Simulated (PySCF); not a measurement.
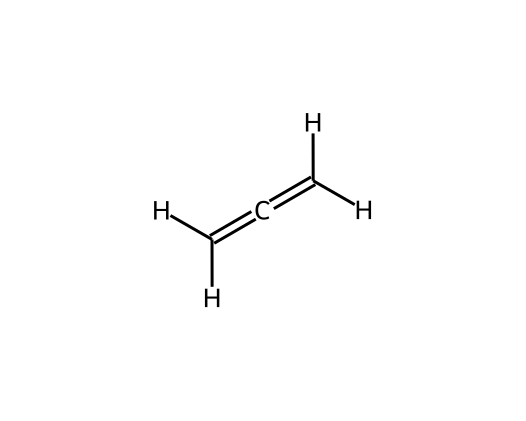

The picture comes from a calculation with PySCF.

2D structure.

Give its SMILES.

Answer. C=C=C

Give the formula, hydrogens included.

Answer. C3H4.

An optimisation with GFN2-xTB gave a structure of which point group?

Answer. D2d.
